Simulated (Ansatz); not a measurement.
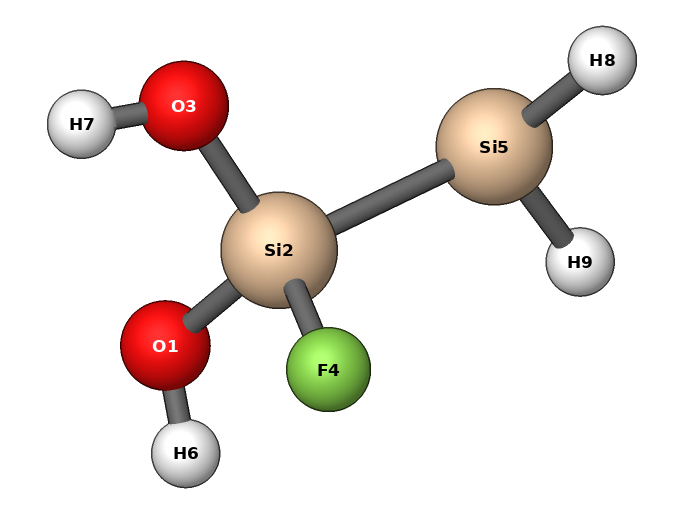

The questions are on Mulliken charges. State: neutral, doublet. The computed structure is the end point of a PBE0-D4/def2-TZVP optimisation. No frequency run is at hand to confirm it as a minimum. Properties computed with UKS PBE-D4/def2-TZVPP (Ansatz 0.2.0).

Give the Mulliken charges atom by atom.

```tsv
atom	value (e)
O1	−0.34
Si2	0.66
O3	−0.34
F4	−0.27
Si5	−0.05
H6	0.20
H7	0.19
H8	−0.02
H9	−0.03
```

Mulliken values depend strongly on the basis set and can even reverse the polarity of a bond.
